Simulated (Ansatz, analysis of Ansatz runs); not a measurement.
# Migration in LaOF (R-3m): F_i by the interstitialcy path, charge 0, part 3 of 4

Wanted: path and barrier of a jump of F in LaOF (R-3m) at charge 0. The case: F_i by the interstitialcy path, in a cell of 36 host atoms with 1 F put in.

Ansatz 0.2.0; plane-wave PAW DFT, PBEsol; nudged elastic band between two relaxed defect structures.

So far: Set-up; Relaxation of the start point, charge 0; Relaxation of the end point, charge 0.

## 4. Nudged elastic band, charge 0

5 movable images are laid between the ends on a pair-potential path, which keeps atoms from colliding in the first guess. Each image feels the true force across the path and a spring force along it. The highest image is set to climb to the top of the path.

This step: plane-wave PAW DFT, PBEsol; nudged elastic band between two relaxed defect structures.

q0_M1.neb/input.yaml

```yaml
crystal:
  lattice:
    - [-4.01323028, 6.95111875, 0.0]
    - [-12.03969085, 0.0, 0.0]
    - [-2.00661514, 1.15851979, 6.68937332]
  atoms:
    - { symbol: La, position: [0.1295543, 0.08408406, 0.22447608] }
    - { symbol: La, position: [0.36879949, 0.24794326, 0.77961549] }
    - { symbol: O, position: [0.18580698, 0.12528613, 0.87104254] }
    - { symbol: O, position: [0.30959843, 0.21065093, 0.13048198] }
    - { symbol: F, position: [0.06443957, 0.0414425, 0.61566404] }
    - { symbol: F, position: [0.43616061, 0.28915108, 0.38787728] }
    - { symbol: La, position: [0.12660643, 0.41798581, 0.22824449] }
    - { symbol: La, position: [0.37200262, 0.58291167, 0.77142049] }
    - { symbol: O, position: [0.18266838, 0.46247847, 0.87176938] }
    - { symbol: O, position: [0.31647041, 0.53827204, 0.12705487] }
    - { symbol: F, position: [0.08117648, 0.37016941, 0.6157682] }
    - { symbol: F, position: [0.41701076, 0.63102112, 0.38312666] }
    - { symbol: La, position: [0.1304839, 0.75331194, 0.21923118] }
    - { symbol: La, position: [0.36999491, 0.91671698, 0.77438627] }
    - { symbol: O, position: [0.18965388, 0.79051357, 0.86860306] }
    - { symbol: O, position: [0.31412052, 0.87548181, 0.12786888] }
    - { symbol: F, position: [0.06291561, 0.71212585, 0.61141899] }
    - { symbol: F, position: [0.43516597, 0.95908273, 0.38355122] }
    - { symbol: La, position: [0.6298825, 0.08582283, 0.22335561] }
    - { symbol: La, position: [0.8706825, 0.25149596, 0.77084553] }
    - { symbol: O, position: [0.69280803, 0.12466155, 0.86977794] }
    - { symbol: O, position: [0.80606025, 0.21386561, 0.12799823] }
    - { symbol: F, position: [0.56375896, 0.04276446, 0.61490005] }
    - { symbol: F, position: [0.94694251, 0.27729172, 0.38558479] }
    - { symbol: La, position: [0.62664529, 0.41666572, 0.24592134] }
    - { symbol: La, position: [0.87267258, 0.58449705, 0.75194269] }
    - { symbol: O, position: [0.69322447, 0.46238761, 0.87607407] }
    - { symbol: O, position: [0.80618211, 0.5386652, 0.11985132] }
    - { symbol: F, position: [0.55307848, 0.37229206, 0.62256648] }
    - { symbol: F, position: [0.94723759, 0.62933492, 0.37604733] }
    - { symbol: La, position: [0.62865214, 0.7491342, 0.2285206] }
    - { symbol: La, position: [0.86923899, 0.91518807, 0.77564613] }
    - { symbol: O, position: [0.69341534, 0.7868108, 0.87081876] }
    - { symbol: O, position: [0.80611642, 0.87643657, 0.12901758] }
    - { symbol: F, position: [0.55298425, 0.72262147, 0.61328131] }
    - { symbol: F, position: [0.93568542, 0.95817538, 0.38378505] }
    - { symbol: F, position: [0.75172072, 0.50144978, 0.49075723] }
basis:
  ecutwfc: 420
  xc_grid: 2
hamiltonian:
  xc: pbesol
kpoints:
  mp_grid: { grid: [1, 1, 1] }
magnetization:
  spin_polarized: true
  initial_magnetization: 1
  spin_locking: { lock_magnetization: hard }
scf:
  occupations: { method: fixed }
  max_iter: 100
output:
  forces: true
neb:
  images: 5
  f_tol: 0.03
  climbing: true
  initial_path: idpp
  max_iterations: 45
  order_check: false
  final_atoms:
    - { symbol: La, position: [0.12720568, 0.08452341, 0.24382833] }
    - { symbol: La, position: [0.37312697, 0.25236522, 0.75017059] }
[... 3 atom lines left out ...]
    - { symbol: F, position: [0.44729266, 0.29699064, 0.37380631] }
    - { symbol: La, position: [0.12910613, 0.4173366, 0.22589147] }
[... 3 atom lines left out ...]
    - { symbol: F, position: [0.25022523, 0.16837258, 0.49701742] }
[... 8 atom lines left out ...]
    - { symbol: La, position: [0.87281431, 0.25090907, 0.7685122] }
[... 3 atom lines left out ...]
    - { symbol: F, position: [0.9180229, 0.29886472, 0.38068826] }
[... 1 atom line left out ...]
    - { symbol: La, position: [0.87038274, 0.58477003, 0.77187792] }
    - { symbol: O, position: [0.69006841, 0.45845696, 0.86586714] }
    - { symbol: O, position: [0.81439324, 0.54350232, 0.12526392] }
    - { symbol: F, position: [0.56363268, 0.37970875, 0.60896724] }
    - { symbol: F, position: [0.93549786, 0.62713456, 0.3809716] }
[... 4 atom lines left out ...]
    - { symbol: F, position: [0.56486229, 0.70971921, 0.61296879] }
[... 1 atom line left out ...]
    - { symbol: F, position: [1.05323887, 0.39099653, 0.61114403] }
```

The run is started by

```sh
ansatz run input.yaml --threads 4 --pin off --max-ram 7536MiB --backend cpu --events-out ev --progress --plain --runs-dir out
```

Numbers of over 12 decimals in the logs are rounded to 6 here.

Log:

```text
[...]
Warning: neb: disabling space-group detection — the band's intermediate images generally break the endpoint symmetry, so no spatial operation reduces the k-mesh or symmetrises the density, except that a semilocal band can use its path's symmetry ahead of [...]
[...]
parallel-image band execution: 4 concurrent image workers
NEB image 0
Crystal: 37 atoms, lattice volume = 559.829 Å³
Basis set: ecut = 420 eV, 10937 PW (Γ), exchange–correlation on 108×162×96 points (8 copies of the dense FFT grid, shifted against one another)
Bands: 185, of which v1, the nominal top of the filled ones, is band 148 counted from 1 (147 counted from 0)
Symmetry: 1 space group operations
k-points: 1
[...]
Starting moments: Σ|m| = 1 μB on 37 of 37 sites
[...]
SCF iter   1: F=—  HF=-91265.566972 eV  |F-HF|=—  |Δ(HF+E_count)|=         —  Δρ=2.32e-1 (↑2.32e-1 ↓2.32e-1)  dr2=2.20e3  dr2_m=5.65e-2  M=1.000 μB ∫|m|=1.100 μB  β_m=0.30  ethr=3.10e-3  ⟨swp⟩=4.0  Hψ=1318  notcnv=0  defer=52
[...]
SCF iter  19: F=-91144.073072 eV  HF=-91144.073072 eV  |F-HF|=3.76e-8  |Δ(HF+E_count)|=   5.11e-8  Δρ=1.20e-6 (↑1.11e-6 ↓1.20e-6)  dr2=3.36e-8  dr2_m=1.06e-9  M=1.000 μB ∫|m|=1.147 μB  ethr=3.39e-11  ⟨swp⟩=4.0  Hψ=1040  notcnv=0
SCF 1 converged in 19 iterations: F = -91144.073072 eV  dr2 = 3.36e-8
[...]
NSCF: frozen V_eff on 1 k-points
NEB image 6
SCF iter   1: F=—  HF=-91265.654656 eV  |F-HF|=—  |Δ(HF+E_count)|=         —  Δρ=2.32e-1 (↑2.31e-1 ↓2.32e-1)  dr2=2.20e3  dr2_m=5.56e-2  M=1.000 μB ∫|m|=1.172 μB  β_m=0.30  ethr=3.10e-3  ⟨swp⟩=4.0  Hψ=1352  notcnv=0  defer=52
[...]
SCF iter  19: F=-91144.073241 eV  HF=-91144.073241 eV  |F-HF|=9.49e-9  |Δ(HF+E_count)|=   4.55e-8  Δρ=1.58e-6 (↑1.04e-6 ↓1.58e-6)  dr2=2.90e-8  dr2_m=1.18e-9  M=1.000 μB ∫|m|=1.148 μB  ethr=2.87e-11  ⟨swp⟩=2.5  Hψ=1162  notcnv=0
SCF 2 converged in 19 iterations: F = -91144.073241 eV  dr2 = 2.90e-8
[...]
NEB end point (image 0): max|allowed force component| = 1.229e-2 eV/Å (the criterion of neb.relax_end_points is 1.000e-2)
NEB end point (image 6): max|allowed force component| = 8.735e-3 eV/Å (the criterion of neb.relax_end_points is 1.000e-2)
NEB image 1
[...]
SCF iter   1: F=—  HF=-91268.068530 eV  |F-HF|=—  |Δ(HF+E_count)|=         —  Δρ=2.40e-1 (↑2.40e-1 ↓2.35e-1)  dr2=2.34e3  dr2_m=2.22e-1  M=1.000 μB ∫|m|=1.109 μB  β_m=0.30  ethr=3.10e-3  ⟨swp⟩=4.0  Hψ=1388  notcnv=0  defer=54
[...]
SCF iter  21: F=-91143.707205 eV  HF=-91143.707205 eV  |F-HF|=6.64e-9  |Δ(HF+E_count)|=   1.05e-8  Δρ=9.47e-7 (↑7.19e-7 ↓9.47e-7)  dr2=1.56e-8  dr2_m=1.10e-9  M=1.000 μB ∫|m|=1.144 μB  ethr=2.86e-11  ⟨swp⟩=2.0  Hψ=1082  notcnv=0
SCF 3 converged in 21 iterations: F = -91143.707205 eV  dr2 = 1.56e-8
NEB image 2
[...]
SCF iter   1: F=—  HF=-91269.304376 eV  |F-HF|=—  |Δ(HF+E_count)|=         —  Δρ=2.44e-1 (↑2.44e-1 ↓2.39e-1)  dr2=2.46e3  dr2_m=1.81e-1  M=1.000 μB ∫|m|=1.085 μB  β_m=0.30  ethr=3.10e-3  ⟨swp⟩=5.0  Hψ=1406  notcnv=0  defer=42
[...]
SCF iter  33: F=-91143.147253 eV  HF=-91143.147253 eV  |F-HF|=1.64e-9  |Δ(HF+E_count)|=  2.62e-10  Δρ=4.96e-7 (↑6.68e-8 ↓4.96e-7)  dr2=2.04e-9  dr2_m=3.15e-10  M=1.000 μB ∫|m|=1.140 μB  ethr=3.17e-12  ⟨swp⟩=1.0  Hψ=683  notcnv=0
SCF 4 converged in 33 iterations: F = -91143.147253 eV  dr2 = 2.04e-9
NEB image 3
SCF iter   1: F=—  HF=-91269.449128 eV  |F-HF|=—  |Δ(HF+E_count)|=         —  Δρ=2.40e-1 (↑2.40e-1 ↓2.38e-1)  dr2=2.41e3  dr2_m=7.84e-2  M=1.000 μB ∫|m|=1.062 μB  β_m=0.30  ethr=3.10e-3  ⟨swp⟩=4.0  Hψ=1416  notcnv=0  defer=36
[...]
SCF iter  28: F=-91142.871037 eV  HF=-91142.871037 eV  |F-HF|=3.41e-9  |Δ(HF+E_count)|=  4.80e-10  Δρ=6.27e-7 (↑1.11e-7 ↓6.27e-7)  dr2=4.07e-9  dr2_m=4.69e-10  M=1.000 μB ∫|m|=1.137 μB  ethr=1.99e-12  ⟨swp⟩=1.0  Hψ=687  notcnv=0
SCF 5 converged in 28 iterations: F = -91142.871037 eV  dr2 = 4.07e-9
NEB image 4
[...]
SCF iter   1: F=—  HF=-91268.590007 eV  |F-HF|=—  |Δ(HF+E_count)|=         —  Δρ=2.42e-1 (↑2.42e-1 ↓2.39e-1)  dr2=2.43e3  dr2_m=7.59e-2  M=1.000 μB ∫|m|=1.061 μB  β_m=0.30  ethr=3.10e-3  ⟨swp⟩=4.0  Hψ=1314  notcnv=0  defer=50
[...]
SCF iter  24: F=-91143.101785 eV  HF=-91143.101785 eV  |F-HF|=4.07e-9  |Δ(HF+E_count)|=   2.06e-8  Δρ=8.05e-7 (↑5.34e-7 ↓8.05e-7)  dr2=1.14e-8  dr2_m=3.98e-10  M=1.000 μB ∫|m|=1.139 μB  ethr=3.31e-11  ⟨swp⟩=2.0  Hψ=1071  notcnv=0
SCF 6 converged in 24 iterations: F = -91143.101785 eV  dr2 = 1.14e-8
NEB image 5
SCF iter   1: F=—  HF=-91267.320608 eV  |F-HF|=—  |Δ(HF+E_count)|=         —  Δρ=2.41e-1 (↑2.41e-1 ↓2.36e-1)  dr2=2.36e3  dr2_m=2.40e-1  M=1.000 μB ∫|m|=1.111 μB  β_m=0.30  ethr=3.10e-3  ⟨swp⟩=4.0  Hψ=1316  notcnv=0  defer=52
[...]
SCF iter  22: F=-91143.677492 eV  HF=-91143.677492 eV  |F-HF|=4.37e-10  |Δ(HF+E_count)|=   4.87e-9  Δρ=7.16e-7 (↑4.87e-7 ↓7.16e-7)  dr2=7.04e-9  dr2_m=4.78e-10  M=1.000 μB ∫|m|=1.144 μB  ethr=8.26e-12  ⟨swp⟩=1.5  Hψ=968  notcnv=0
SCF 7 converged in 22 iterations: F = -91143.677492 eV  dr2 = 7.04e-9
NEB iter   1: max|band force component| = 1.489e0 eV/Å  barrier→ = 1.2020 eV  barrier← = 1.2022 eV  Δτ_max = 0.2000 Å  (166 SCF iters)
  M     (μB):  +1.0000  +1.0000  +1.0000  +1.0000  +1.0000  +1.0000  +1.0000
  M_abs (μB):   1.1527   1.1495   1.1455   1.1429   1.1444   1.1490   1.1530
NEB image 1
[...]
Starting moments: Σ|m| = 1 μB on 37 of 37 sites; this step starts from the density that it was given
[...]
iter 1 solved again at ethr=4.70e-4 eV; its pass at ethr=3.10e-3 eV (dr2=1.39e0 eV) is discarded
[...]
SCF iter  13: F=-91143.507466 eV  HF=-91143.507466 eV  |F-HF|=7.20e-9  |Δ(HF+E_count)|=   3.74e-8  Δρ=9.54e-7 (↑7.10e-7 ↓9.54e-7)  dr2=1.64e-8  dr2_m=4.86e-10  M=1.000 μB ∫|m|=1.148 μB  ethr=3.39e-11  ⟨swp⟩=2.0  Hψ=1188  notcnv=0
SCF 8 converged in 13 iterations: F = -91143.507466 eV  dr2 = 1.64e-8
NEB image 2
[...]
SCF iter  17: F=-91143.043312 eV  HF=-91143.043312 eV  |F-HF|=4.31e-9  |Δ(HF+E_count)|=   9.44e-9  Δρ=5.27e-7 (↑3.41e-7 ↓5.27e-7)  dr2=4.63e-9  dr2_m=2.83e-10  M=1.000 μB ∫|m|=1.144 μB  ethr=7.07e-12  ⟨swp⟩=1.0  Hψ=833  notcnv=0
SCF 9 converged in 17 iterations: F = -91143.043312 eV  dr2 = 4.63e-9
NEB image 3
[...]
SCF 52 converged in 7 iterations: F = -91143.896382 eV  dr2 = 9.34e-9
NEB image 1
[...]
NEB image 2
[...]
NEB image 4
[...]
NEB image 5
[...]
NEB image 3
[...]
the band table was solved once a step of the walk had ended and its energy, with any forces and stress, was formed, with the checks that follow a solve (2138 applications of the Hamiltonian). They found nothing against the state; [...]
NEB iter  10: max|band force component| = 2.580e-2 eV/Å  barrier→ = 0.5934 eV  barrier← = 0.5936 eV  CI = image 3  Δτ_max = 0.0000 Å  (38 SCF iters)
  M     (μB):  +1.0000  +1.0000  +1.0000  +1.0000  +1.0000  +1.0000  +1.0000
  M_abs (μB):   1.1527   1.1476   1.1425   1.1652   1.1434   1.1479   1.1530
NEB image 0, for a test of the images' electronic states
iteration 19: the least curvature of the free energy that was read at this close is 0.945 (0.945 in the run's own bands): not negative
NEB image 3, for a test of the images' electronic states
[...]
NEB image 6, for a test of the images' electronic states
[...]
NEB image 0, for a test of the images' electronic states
[...]
SCF iter  14: F=-91144.073072 eV  HF=-91144.073072 eV  |F-HF|=2.04e-10  |Δ(HF+E_count)|=   1.53e-8  Δρ=8.81e-7 (↑6.08e-7 ↓8.81e-7)  dr2=1.22e-8  dr2_m=4.93e-10  M=1.000 μB ∫|m|=1.147 μB  ethr=2.24e-11  ⟨swp⟩=1.5  Hψ=931  notcnv=0
SCF 53 converged in 14 iterations: F = -91144.073072 eV  dr2 = 1.22e-8
NEB image 3, for a test of the images' electronic states
[...]
SCF iter  19: F=-91143.479660 eV  HF=-91143.479660 eV  |F-HF|=1.89e-10  |Δ(HF+E_count)|=  3.35e-10  Δρ=2.74e-7 (↑1.58e-7 ↓2.74e-7)  dr2=1.02e-9  dr2_m=8.68e-11  M=1.000 μB ∫|m|=1.160 μB  ethr=2.05e-12  ⟨swp⟩=1.0  Hψ=845  notcnv=0
SCF 54 converged in 19 iterations: F = -91143.479660 eV  dr2 = 1.02e-9
NEB image 3, for a test of the images' electronic states
[...]
SCF iter  19: F=-91143.479660 eV  HF=-91143.479660 eV  |F-HF|=1.46e-10  |Δ(HF+E_count)|=   1.02e-9  Δρ=3.38e-7 (↑1.65e-7 ↓3.38e-7)  dr2=1.33e-9  dr2_m=1.35e-10  M=1.000 μB ∫|m|=1.160 μB  ethr=3.39e-12  ⟨swp⟩=1.0  Hψ=757  notcnv=0
SCF 55 converged in 19 iterations: F = -91143.479660 eV  dr2 = 1.33e-9
NEB image 6, for a test of the images' electronic states
[...]
SCF iter  14: F=-91144.073241 eV  HF=-91144.073241 eV  |F-HF|=4.64e-9  |Δ(HF+E_count)|=   1.20e-8  Δρ=1.07e-6 (↑5.35e-7 ↓1.07e-6)  dr2=1.43e-8  dr2_m=8.99e-10  M=1.000 μB ∫|m|=1.148 μB  ethr=1.76e-11  ⟨swp⟩=1.5  Hψ=937  notcnv=0
SCF 56 converged in 14 iterations: F = -91144.073241 eV  dr2 = 1.43e-8
SCF converged after 9 iterations
[...]
Magnetization: 1.0000 μB (148.0000 up, 147.0000 down)
Absolute magnetization: 1.1652 μB (∫|ρ↑−ρ↓|, with the PAW one-centre terms)
[...]
Per-site moments (μB) at R_I (Å): [(0.00284421, 0.939433), (0.00598207, 0.976853), (0.072048, 0.939433), [... 34 left out ...]
Free energy (F): -91143.479660 eV
[...]
Internal energy: -91143.479660 eV  (E = F + TS)
E sigma→0 (E₀):  -91143.479660 eV
Fermi energy:    8.403755 (↑ 8.344152, ↓ 8.403755) eV
[...]
--- Forces (eV/Å), atoms counted from 1 ---
  atom   1  La    -0.00127567     0.00190750    -0.00023548
  atom   2  La     0.00098598    -0.00098077    -0.00118124
  [... 4 atoms left out ...]
  atom   7  La    -0.00143640    -0.00208346     0.00270550
  [... 3 atoms left out ...]
  atom  11  F     -0.00249684    -0.00001292     0.00020564
  [... 8 atoms left out ...]
  atom  20  La     0.00117525     0.00020902    -0.00083812
  [... 3 atoms left out ...]
  atom  24  F     -0.00140238    -0.00015716    -0.00009817
  [... 1 atom left out ...]
  atom  26  La     0.00167121    -0.00246216    -0.00013518
  atom  27  O     -0.00385905    -0.00233696    -0.00039785
  atom  28  O     -0.00252985    -0.00190023    -0.00035045
  atom  29  F     -0.00089393    -0.00130400     0.00078982
  atom  30  F      0.00042803    -0.00062762    -0.00073302
  [... 6 atoms left out ...]
  atom  37  F      0.00008170     0.00077719     0.00001651
  max |Σ_I F_I| component: 7.59e-6 eV/Å
--- Band table (eV) ---
[...]
this run last wrote the band of iteration 10 to <dir>
--- NEB band (7 images, 10 band iterations, 689 SCF iterations, 66 more in tests of the images' electronic states and relaxations of end points) ---
  forward barrier  = 0.593412 eV
  backward barrier = 0.593581 eV
  climbing image's point = of an order that was not read
  energies are F+E_penalty+E_count in eV, relative to image 0
  image     s (Å)  Δ vs image 0  max|band force component| (eV/Å)     M (μB)  M_abs (μB)
      0    0.0000      0.000000                                 —    +1.0000      1.1527
      1    0.6468      0.193935                          1.480e-3    +1.0000      1.1476
      2    1.2936      0.510032                          9.759e-3    +1.0000      1.1425
  *   3    1.9405      0.593412                          3.856e-3    +1.0000      1.1652
      4    2.5521      0.473843                          2.580e-2    +1.0000      1.1434
      5    3.1637      0.176690                          5.473e-3    +1.0000      1.1479
      6    3.7753     -0.000169                                 —    +1.0000      1.1530
  climbing-image geometry (image 3):
  cell:  # Å, volume = 559.8291 Å³
    - [-4.01323028, 6.95111875, 0.0]
    - [-12.03969085, 0.0, 0.0]
    - [-2.00661514, 1.15851979, 6.68937332]
  atoms:
    - { symbol: La, position: [0.133640, 0.083430, 0.228435] }
    - { symbol: La, position: [0.380433, 0.242574, 0.764602] }
    - { symbol: O, position: [0.195881, 0.116533, 0.888070] }
    - { symbol: O, position: [0.314999, 0.211805, 0.121963] }
    - { symbol: F, position: [0.066387, 0.041426, 0.616537] }
    - { symbol: F, position: [0.461680, 0.292357, 0.377246] }
    - { symbol: La, position: [0.120777, 0.415587, 0.235279] }
    - { symbol: La, position: [0.366940, 0.579911, 0.778791] }
    - { symbol: O, position: [0.179549, 0.452091, 0.858887] }
    - { symbol: O, position: [0.297141, 0.543606, 0.131613] }
    - { symbol: F, position: [0.185041, 0.252521, 0.546123] }
    - { symbol: F, position: [0.432921, 0.624561, 0.387282] }
    - { symbol: La, position: [0.129795, 0.753982, 0.223882] }
    - { symbol: La, position: [0.369567, 0.917409, 0.774744] }
    - { symbol: O, position: [0.192119, 0.790061, 0.871083] }
    - { symbol: O, position: [0.315251, 0.873604, 0.132693] }
    - { symbol: F, position: [0.064836, 0.710238, 0.618644] }
    - { symbol: F, position: [0.438526, 0.958747, 0.385000] }
    - { symbol: La, position: [0.630285, 0.089759, 0.218760] }
    - { symbol: La, position: [0.878851, 0.253776, 0.758214] }
    - { symbol: O, position: [0.692918, 0.125365, 0.859223] }
    - { symbol: O, position: [0.813529, 0.210443, 0.111007] }
    - { symbol: F, position: [0.572585, 0.038670, 0.608524] }
    - { symbol: F, position: [0.924458, 0.283714, 0.365359] }
    - { symbol: La, position: [0.625827, 0.422480, 0.230883] }
    - { symbol: La, position: [0.859719, 0.587941, 0.770661] }
    - { symbol: O, position: [0.676000, 0.459295, 0.891366] }
    - { symbol: O, position: [0.809067, 0.547523, 0.127666] }
    - { symbol: F, position: [0.561863, 0.377847, 0.622060] }
    - { symbol: F, position: [0.931500, 0.645512, 0.383032] }
    - { symbol: La, position: [0.632096, 0.752483, 0.228044] }
    - { symbol: La, position: [0.872883, 0.915778, 0.771624] }
    - { symbol: O, position: [0.688014, 0.792963, 0.869015] }
    - { symbol: O, position: [0.808371, 0.882224, 0.123618] }
    - { symbol: F, position: [0.554339, 0.712825, 0.615087] }
    - { symbol: F, position: [0.937235, 0.960200, 0.383302] }
    - { symbol: F, position: [0.883178, 0.455836, 0.549718] }
```

Run time: 16 min. Hardware: 4 threads of AMD EPYC 7R43, shared host; peak memory 3.1 GiB; 44 min of CPU time.

In the SCF lines HF is the Harris–Foulkes energy and dr2 the Hartree energy of the density residual, in eV; the loop may stop once dr2 is under the threshold and the program's other checks hold. Hψ counts applications of the Hamiltonian.

Images along the path:

```csv
image,path (Å),energy (eV),"F11: x, y, z (Å)"
0,0.000,0.0000,"-6.018, 1.278, 4.119"
1,0.647,0.1939,"-5.660, 1.498, 3.936"
2,1.294,0.5100,"-5.231, 1.731, 3.773"
3,1.940,0.5934,"-4.879, 1.919, 3.653"
4,2.552,0.4738,"-4.505, 2.085, 3.662"
5,3.164,0.1767,"-4.225, 2.219, 3.608"
6,3.775,-0.0002,"-4.029, 2.315, 3.325"
```

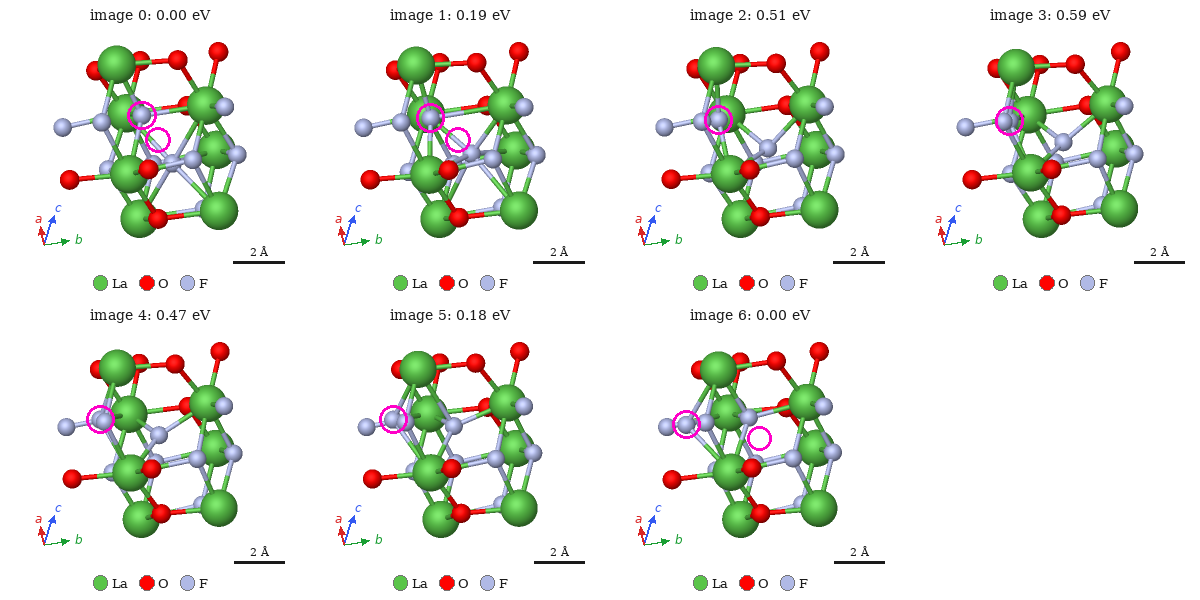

Images along the path; F11 is ringed. A ring with no atom in it marks the middle of the ideal hop.

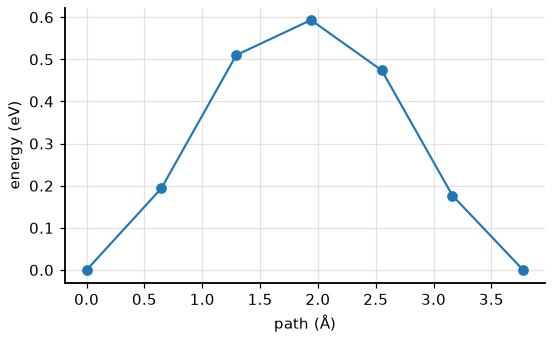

Energy along the path.

Read from the output:

```yaml
free_energy: -91143.4797 eV
total_moment: 1 μB
integral_of_the_absolute_spin_density: 1.165 μB
spin_contamination: 0.002179
barrier_forward: 0.5934 eV
barrier_backward: 0.5936 eV
end_less_start: -1.69e-4 eV
hop_length: 2.379 Å
```

Track of the atom that was set to move:

```csv
image,x (Å),y (Å),z (Å),nearest neighbour,distance (Å)
0,-10.04,5.794,3.283,O,2.483
1,-10.06,6.008,3.606,O,2.3
2,-10.09,6.341,3.648,O,2.335
3,-10.14,6.776,3.677,F,2.42
4,-10.15,7.159,3.768,La,2.399
5,-10.17,7.628,3.924,La,2.394
6,-10.16,8.029,4.088,La,2.455
```

The band met its tolerance of 0.03 eV/Å after 10 iterations, with image 3 on top (the start counts as 0). F11, which moves farthest between the ends, has 4 La at 2.45 to 2.60 Å and 2 F at 2.57 to 2.68 Å nearest at the start and 3 F at 2.41 to 2.57 Å, 3 La at 2.44 to 2.49 Å and 1 O at 2.51 Å at the top.

(Part 3 of 4 ends here.)

[Logs are printed without paths, hosts, clocks, repeated set-up lines and the standing remarks that a program may print on its own settings, such as how far it seeks lower states.]

[Hosts, paths, dates, database ids (printed as entryN), source tags and the programs' standing remarks are cut or masked in the printed files.]
